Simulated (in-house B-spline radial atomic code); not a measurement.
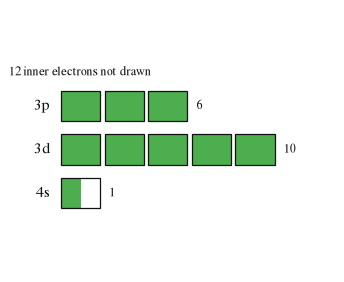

Fig. 1: The outer shells as the input fills them: a box for each of the 2l + 1 orbitals, shaded by the share of the shell that is filled, with the electron count at the right.

RPA and GW calculation, with input and output: Kr⁷⁺

- system: Kr⁷⁺, configuration [Ar] 3d10 4s1.
- method: RPA, second-order and SOSEX correlation energies and G0W0 (contour deformation) on a non-relativistic mean field, all electrons, B-spline basis (in-house B-spline radial atomic code)

**Summary**

- outcome: converged
- mean-field total energy: −2738.57844 hartree
- total energy with exact exchange alone: −2738.57844 hartree
- exact exchange energy: −90.86822 hartree
- RPA correlation, extrapolated in the angular momentum of the empty orbitals: −2.18415 hartree
- RPA correlation, as summed: −2.15601 hartree
- direct second-order term: −2.45307 hartree
- second-order exchange term: 0.72418 hartree
- SOSEX term: 0.67510 hartree
- hardware: 1 thread of Intel Xeon @ 2.90GHz (Ice Lake), 192 GiB of memory available, shared host
- wall time: 8.4 s

**Remarks**

Caveats: empty minority-spin level lies below the highest occupied level: each spin potential is zero at infinity, spin occupations fixed; relativity is absent.

**The input**
```
Z = 36
electrons = 29.0
configuration = [Ar] 3d10 4s1
hamiltonian = nr
method = kli
lmax = 9
spin_polarised = True
box_radius = 8.41
intervals = 69
ion_configuration = [Ar] 3d10
```

The run was one of a batch that the task file lists, launched with:
```bash
python <driver script> task.json out
```

The program writes its results to a structured record and prints no log; tables and figures of this report are taken from that record.

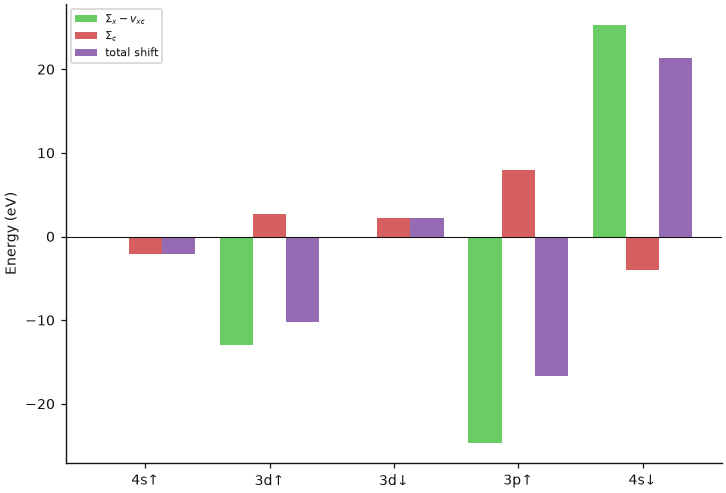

Fig. 2: Parts of the G₀W₀ correction to each level for Kr⁷⁺ ([Ar] 3d¹⁰ 4s). All-electron spherical atom, non-relativistic, exchange-only KLI start, no spin-orbit coupling, Breit or QED terms; computed with a B-spline radial code. The quasi-particle equation is solved at full frequency; levels of low quasi-particle weight Z are left out. Σ columns are in eV, and Σc holds an estimate for the angular momenta beyond the basis. G₀W₀ moves the highest occupied level, 4s↑, from −122.93 to −125.05 eV (renormalisation factor Z = 0.97); the measured removal energy is 125.80 eV, so the error is −0.75 eV. The empty level 4s↓ goes from −129.62 to −108.27 eV.

```tsv
Level	Mean field (eV)	Σx − vxc (eV)	Σc (eV)	Z	G₀W₀ (eV)
4s↑	−122.93	0.00	−2.13	0.97	−125.05
3d↑	−202.99	−12.93	2.67	0.95	−213.25
3d↓	−215.62	0.00	2.25	0.97	−213.37
3p↑	−313.55	−24.63	7.92	0.89	−330.26
4s↓	−129.62	25.34	−3.99	0.89	−108.27
```

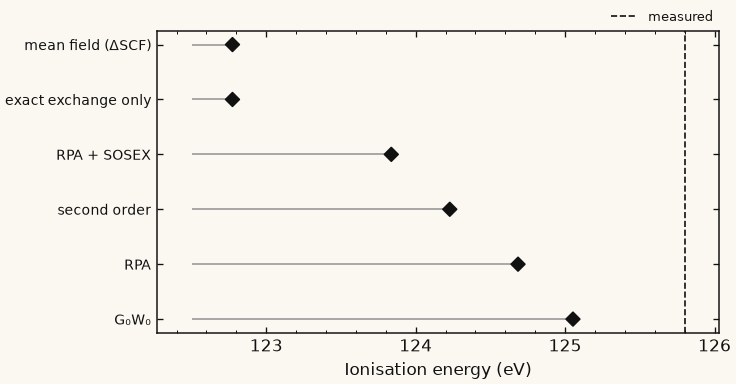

Fig. 3: Ionisation energy of Kr⁷⁺ ([Ar] 3d¹⁰ 4s → [Ar] 3d¹⁰). Differences of total energies, each species on its own start, beside the G₀W₀ level.

```
             Method  Ionisation energy (eV)
  mean field (ΔSCF)                  122.77
exact exchange only                  122.77
       second order                  124.23
                RPA                  124.68
        RPA + SOSEX                  123.84
               G₀W₀                  125.05
```

The values run from 122.77 eV (mean field (ΔSCF) and exact exchange only) to 125.05 eV (G₀W₀). The measured value is 125.80 eV; nearest to it come G₀W₀ (−0.75) and RPA (−1.12), furthest exact exchange only (−3.03 eV).
